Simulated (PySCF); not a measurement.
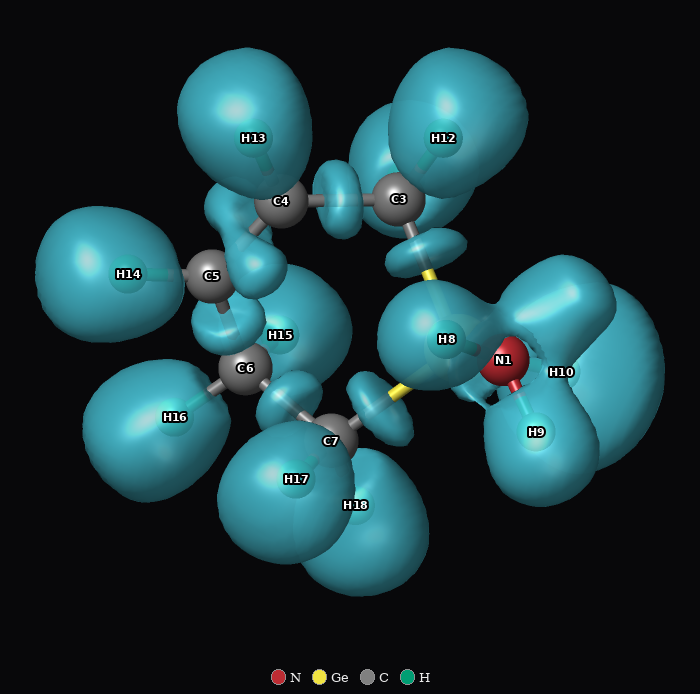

Figure. C5H11GeN. Isosurface of the electron localisation function at 0.8 (cyan), seen at an oblique angle. Only the valence region is drawn (cores and ρ < 0.01 e/Å³ removed).

Geometry: GFN2-xTB.

All numbers below come from PySCF 2.14.0, wB97X-D/def2-SVPD, SCF density, gas phase.

Input file:

```
{"job": {"kind": "uv", "xc": "wB97X-D", "basis": "def2-SVPD", "nstates": 8, "ntriplets": 3}, "charge": 0, "multiplicity": 1}
N      2.339749     0.790752     0.966438
Ge     1.286040     0.214847    -0.409477
C     -0.222131     1.499536    -0.606724
C     -1.308704     1.078308     0.326226
C     -1.751817    -0.170263     0.399154
C     -1.185084    -1.285794    -0.426480
C      0.301859    -1.504729    -0.118121
H      1.848461     0.963341     1.833068
H      3.153020     0.229618     1.176895
H      2.231450     0.180375    -1.595225
H     -0.579600     1.444510    -1.637979
H      0.082751     2.526542    -0.418471
H     -1.734959     1.839852     0.966194
H     -2.545679    -0.423419     1.088211
H     -1.289446    -1.040777    -1.488144
H     -1.738595    -2.209605    -0.242626
H      0.410366    -1.821978     0.920427
H      0.693559    -2.304798    -0.745023
```

Launched as:

```sh
OMP_NUM_THREADS=1 python probes_run.py task.json out
```

Question: Describe the localisation domains.

Answer: At this value the surface marks out four regions between bonded C–C atoms (shared pairs), nine regions around hydrogen nuclei, two lobes of the valence shell of C pointing towards Ge (polar bonds) and one joined region spread over several atoms (H, N), in which their bonds and any lone pairs are merged. Along the contacts the grid gives the following. C–C (1.33 Å): the ELF peaks at about 0.95 between the atoms (a short, multiple covalent bond). Ge–N (1.83 Å): the ELF peaks at about 0.90 in the valence shell of N, 0.6 Å from its nucleus, and is about 0.50 at the midpoint.
